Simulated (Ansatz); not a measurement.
# InH3Cl− ([InClH3]-): CCSDTQ/STO-3G

What is the energy change on altering one bond length of InH3Cl− ([InClH3]-) at CCSDTQ/STO-3G? 

Program for the calculation: Ansatz 0.2.0.

6 further runs of the same task are left out: 6 that didn't finish.

### Step 1. Starting point

InH3Cl−: 5 atoms, total charge -1, spin state singlet. SMILES: `[H][In-]([H])([H])[Cl]`. Geometry: a GFN2-xTB relaxation, a rough one for these elements and not checked as a minimum.

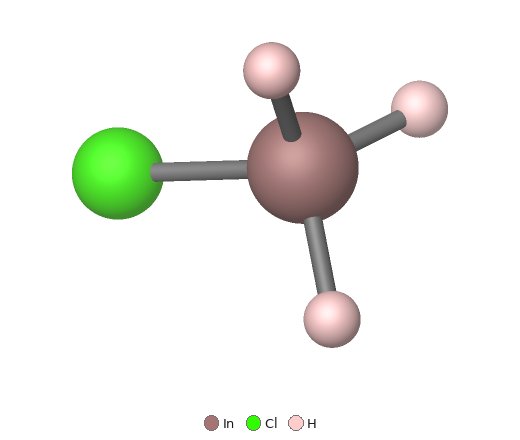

The structure, seen from a chosen angle (indium brown, chlorine green, hydrogen pink).

### Step 2. The energy at CCSDTQ/STO-3G

Contents of in.yaml:

```yaml
crystal:
  periodic: [false, false, false]
  atoms:
    - symbol: In
      position_ang: [-0.002150, 0.000620, -0.175700]
    - symbol: Cl
      position_ang: [0.012800, -0.020350, 2.163640]
    - symbol: H
      position_ang: [1.620790, 0.013380, -0.670930]
    - symbol: H
      position_ang: [-0.818090, 1.410990, -0.645940]
    - symbol: H
      position_ang: [-0.813350, -1.404640, -0.671060]
basis:
  gaussian: {orbitals: STO-3G}
total_charge: -1
correlation: {method: ccsdtq, frozen_orbitals: {Cl: 5, H: 0, In: 18}}
accuracy: high
scf: {omitted_lower_state_checks: [cluster_reference, increment]}
```

On the command line:

```
$ ansatz run in.yaml --threads 1 --pin off --max-ram 2610MiB --events-out events.jsonl --progress --plain --runs-dir runs
```

What it wrote, cut to the lines that bear on the results:

```text
Warning: RAYON_NUM_THREADS=1 ignored (pool sized by the plan → 1); use --threads N
Functional definition: HF
  name "HF"
[...]
718 factors; integrals over basis functions are off by at most 4.0e-9 eV
[...]
mean field -167055.94820962 eV, -6139.1928621148 hartree, gradient 1.3e-8 eV, S^2 0.000000; 0 other end points of the search recorded, 0 dependent functions left out
23 core orbitals not correlated: weight in the atoms' cores, before any rotation towards them, 1.000 or more for the frozen orbitals, at most 0.000 for the correlated occupied ones
reference -167055.94820962 eV, -6139.1928621148 hartree; 12, 12 occupied and 4, 4 virtual orbitals, 718 factors
second order -0.93201429 eV of doubles, -0.00000000 eV of singles
cycle   1  -1.20277731 eV  change   -2.7e-1 eV  update   4.7e-2
[...]
cycle  18  -1.37226092 eV  change   -1.3e-9 eV  update   1.3e-9
Total energy: -167057.32047054 eV, -6139.2432917736 hartree
Checks for a lower state left out: cluster_reference, increment
```

Wall time 17 s (1 thread of Arm Neoverse V1, shared host); peak memory 0.28 GiB.

### Step 3. The distorted shape

Contents of in.yaml:

```yaml
basis:
  gaussian:
    orbitals: STO-3G
crystal:
  periodic: [false, false, false]
  atoms:
    - {symbol: In, position_ang: [-0.005888, 0.005863, -0.760583]}
    - {symbol: Cl, position_ang: [0.012800, -0.020350, 2.163640]}
    - {symbol: H, position_ang: [1.617052, 0.018623, -1.255813]}
    - {symbol: H, position_ang: [-0.821828, 1.416233, -1.230823]}
    - {symbol: H, position_ang: [-0.817088, -1.399397, -1.255943]}
total_charge: -1
magnetization:
  spin_polarized: false
  initial_magnetization: 0
correlation:
  method: ccsdtq
  frozen_orbitals: {Cl: 5, H: 0, In: 18}
accuracy: high
scf:
  omitted_lower_state_checks: [cluster_reference, increment]
```

On the command line:

```
$ ansatz run in.yaml --threads 1 --pin off --max-ram 2610MiB --events-out events.jsonl --progress --plain --runs-dir runs
```

What it wrote, cut to the lines that bear on the results:

```text
Warning: RAYON_NUM_THREADS=1 ignored (pool sized by the plan → 1); use --threads N
[... 2 set-up lines as earlier in the session ...]
[...]
706 factors; integrals over basis functions are off by at most 5.2e-9 eV
[...]
mean field -167055.05845992 eV, -6139.1601644166 hartree, gradient 5.0e-9 eV, S^2 0.000000; 0 other end points of the search recorded, 0 dependent functions left out
23 core orbitals not correlated: weight in the atoms' cores, before any rotation towards them, 1.000 or more for the frozen orbitals, at most 0.000 for the correlated occupied ones
reference -167055.05845992 eV, -6139.1601644166 hartree; 12, 12 occupied and 4, 4 virtual orbitals, 706 factors
second order -0.95158140 eV of doubles, -0.00000000 eV of singles
cycle   1  -1.22947096 eV  change   -2.8e-1 eV  update   5.1e-2
[...]
cycle  22  -1.41201633 eV  change  -1.7e-11 eV  update   2.9e-9
Total energy: -167056.47047625 eV, -6139.2120550595 hartree
Checks for a lower state left out: cluster_reference, increment
```

It took 19 s on 1 thread of Arm Neoverse V1, shared host; peak memory 0.28 GiB.

### Step 4. Outcome

At CCSDTQ/STO-3G, 23 core orbitals frozen:

```
                                                           quantity           value
                                          first shape: total energy  -6139.24329 Eh
          first shape: correlation energy (23 core orbitals frozen)       -50.4 mEh
                                         first shape: T1 diagnostic           0.005
                                      distorted shape: total energy  -6139.21206 Eh
      distorted shape: correlation energy (23 core orbitals frozen)       -51.9 mEh
                                     distorted shape: T1 diagnostic           0.006
energy change with the In1–Cl2 bond stretched from 2.339 to 2.924 Å        0.850 eV
```

**Reading.** With the In1–Cl2 bond stretched from 2.339 to 2.924 Å the energy rises by 0.85 eV (19.6 kcal/mol). The first shape isn't relaxed at this level, so the change isn't measured from a minimum. The minimal basis adds a large error of its own. Relativity is left out (first shape) although the molecule holds a heavy atom. Relativity is left out (distorted shape) although the molecule holds a heavy atom.
